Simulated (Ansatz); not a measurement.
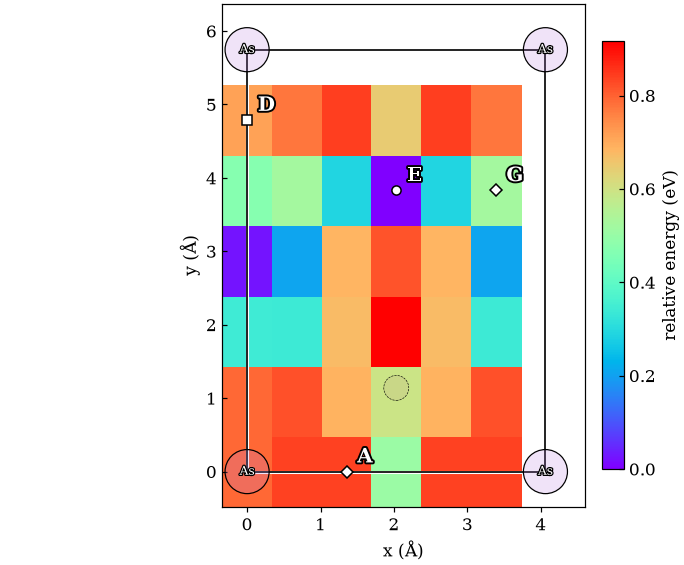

Si on a GaAs(110) slab cut from the F-43m phase, its upper half relaxed before the scan (6 atoms of substrate and one adsorbate in a 1 × 1 cell). 
- Si is moved over the surface cell; relaxed at each place: the height of the adsorbate's atoms; substrate rigid; the origin of the map has the adsorbate above As6.
- Places are given modulo a cell vector. The map is drawn in real space over the plane of the surface.
- The grid has 6 × 6 points; 24 points were computed and 12 follow by symmetry.
- Energies: eV, counted from the lowest grid point.
- Energies and slopes of some neighbouring points disagree (a jump in structure or state, or too coarse a mesh). At some places the adsorbate sinks to or below the level of the top layer. The magnetic moment jumps between some neighbouring points. With one adsorbate in each 1 × 1 cell, its nearest image is 4.1 Å away, so neighbouring adsorbates interact.
- Computed with DFT PBE, scalar-relativistic, plane waves, PAW in Ansatz 0.2.0. Settings: cutoff 420 eV, k-mesh 7×5×1, gaussian smearing 0.05 eV, spin-polarised.

The picture shows one coloured cell a grid point, labelled circles for the atoms of the top layer and small ones for the second layer, the outline of one cell of the plane, lettered points.

### Rank the lettered points by energy, lowest first.

E (0.00 eV), G (0.52 eV), D (0.71 eV), A (0.84 eV).

PAW datasets: the set soft_1.
